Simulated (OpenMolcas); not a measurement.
# Mo⁵⁺ among point charges: CASSCF and CASPT2 levels and susceptibility

Aim: the splitting of the states of Mo⁵⁺ in the field of 6 point charges, its lowest levels with spin-orbit coupling and its magnetic susceptibility.

Method: state-averaged CASSCF and CASPT2, spin-orbit coupling by RASSI with atomic mean-field integrals. Code: OpenMolcas 26.06.

## (1) The system

```
Species                           : Mo⁵⁺ (molybdenum, Z = 42, 37 electrons)
Basis                             : ANO-RCC-VDZP [6s5p3d1f], 43 functions
Scalar Hamiltonian                : DKH2, point nucleus
Inactive shells                   : 1s 2s 2p 3s 3p 3d 4s 4p
Active space                      : 1 electron in 5 orbitals (4d)
Some configurations of this space : 4d
Orbitals                          : optimised for each spin and parity, averaged over all roots
```

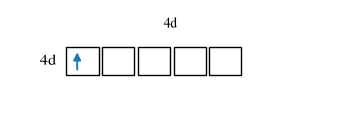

Occupation of the outer shells (arrows by Hund's rule).

The ion sits among 6 point charges of -0.85 e arranged as an octahedron (Oh), 1.78 Å from the ion.

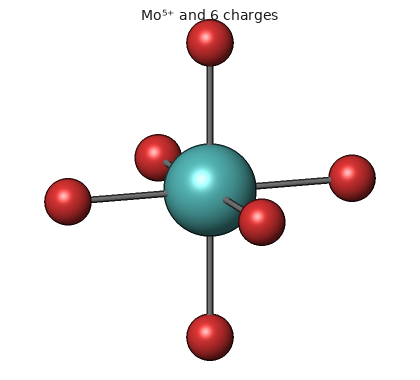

The ion and the point charges (red).

The work runs as a chain of OpenMolcas steps in one folder; each step below is one input file. Labels, J, g values, rates, χT and fits are worked out afterwards by a script from the matrices that RASSI stores. The input lists half of the charges; inversion (Group=XYZ) makes the rest.

## (2) One- and two-electron integrals

File a.inp:

```
&GATEWAY
Coord
1

Mo 0.0 0.0 0.0
Basis=ANO-RCC-VDZP
Group=XYZ
NoMove
AngMom=0.0 0.0 0.0
AMFI
XField
3 Angstrom 0
1.780000 0.000000 0.000000 -0.850000
0.000000 1.780000 0.000000 -0.850000
0.000000 0.000000 1.780000 -0.850000
&SEWARD
```

The run is started by

```
OMP_NUM_THREADS=1 MOLCAS_MEM=1689 MOLCAS_PROJECT=a pymolcas a.inp > a.log
```

## (3) Reference wave functions, doublets of even parity, 5 roots

File a.inp:

```
&RASSCF
FileOrb=start.orb
Symmetry=1
Spin=2
nActEl=1 0 0
Inactive=9 9
Ras2=5 0
CIRoot=5 5 1
SDav=5
CIMx=300
Iter=120 100
PrWF=0.3
OrbListing=Nothing
MaxOrb=0
>>> COPY $Project.JobIph JOB001
```

start.orb holds the contracted functions of the basis, ordered by shell, or the orbitals of the step before.

## (4) State interaction with spin-orbit coupling

File a.inp:

```
&RASSI
NrOfJobIphs=1 5
1 2 3 4 5
IphNames
JOB001
EJob
SpinOrbit
DIPRint=1.0
SOCoupling=1000.0
Subsets=2
Property=9
'ANGMOM' 1 'ANGMOM' 2 'ANGMOM' 3 'MLTPL  1' 1 'MLTPL  1' 2 'MLTPL  1' 3
'AMFI' 1 'AMFI' 2 'AMFI' 3
SOProperty=3
'ANGMOM' 1 'ANGMOM' 2 'ANGMOM' 3
```

## (5) CASPT2: IPEA 0.25, imaginary shift 0.1 (closed shells correlated: 4s 4p)

File a.inp:

```
>>> COPY JOB001 $Project.JobIph
&CASPT2
Multistate=5 1 2 3 4 5
NoMult
Frozen=8 6
IPEA=0.25
Imaginary=0.1
MaxIter=60
WThr=0.0 0.3 0.05
PrWF=0.5
NoMix
```

(Steps that only read results are left out.)

What does the calculation give? Wanted: spin-free ground state; first state of the same spin within the active space; lowest level; next level.

The runs gave:

| quantity | value |
| --- | --- |
| method | SS-CASPT2, IPEA 0.25, imaginary shift 0.1 (closed shells correlated: 4s 4p) |
| spin-free ground state | 2T2, 3-fold in its orbital part |
| first state of the same spin within the active space | 2E at 6990 cm⁻¹ |
| lowest level | 4-fold Γ8 |
| next level | 1699.3 cm⁻¹ |
| χT at 300 K | 0.13 cm³ K/mol |
| effective moment at 300 K | 1.03 μB |

Cost by method:

| method | time of its own steps | time with the reference |
| --- | --- | --- |
| A. CASSCF | 1.6 s | 1.6 s |
| B. SS-CASPT2, IPEA 0.25, imaginary shift 0.1, +4s 4p | 0.52 s | 2.1 s |

Times are of one thread on a shared host.

What this shows: The spin-free ground state (2T2) comes to 100 % from free-ion D terms and keeps the highest spin of the shell. χT at 300 K is 0.13, against 0.38 cm³ K/mol for the spin alone, so orbital moment lowers it. A ligand-field fit to the states below 45000 cm-1 gives 10Dq = 6987 cm-1, the gap between the two states. CASPT2 does not keep the components of a term degenerate, and the means are used. The field of point charges can differ much from that of real complexes. This is an electrostatic model: the charges have no orbitals.
